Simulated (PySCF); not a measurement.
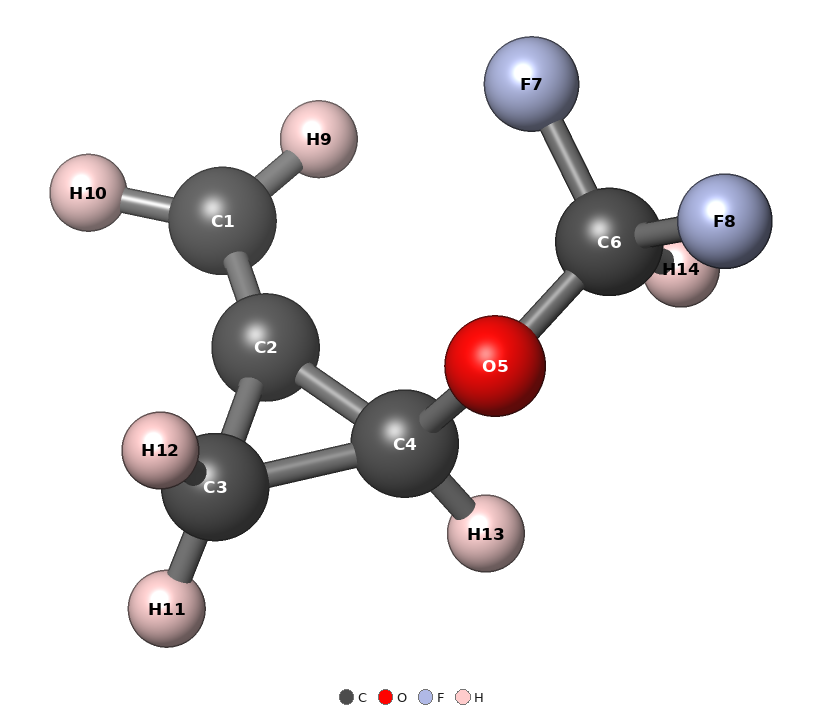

The geometry was computed by an optimisation with GFN2-xTB. No frequency run is at hand to confirm it as a minimum. Electric field gradients from the ground-state density, B3LYP/pcJ-1 (PySCF 2.14.0), non-relativistic apart from any core potentials.

Give the largest field-gradient component, the quadrupole coupling constant and the asymmetry for 17O at O5 (Q = −25.6 mb), 2H at H9 (Q = 2.86 mb), 2H at H10 (Q = 2.86 mb).

```
atom  V_zz (a.u.)  e²qQ/h (MHz)     η
  O5        1.900        −11.43  0.90
  H9        0.323         0.217  0.06
 H10        0.323         0.217  0.05
```
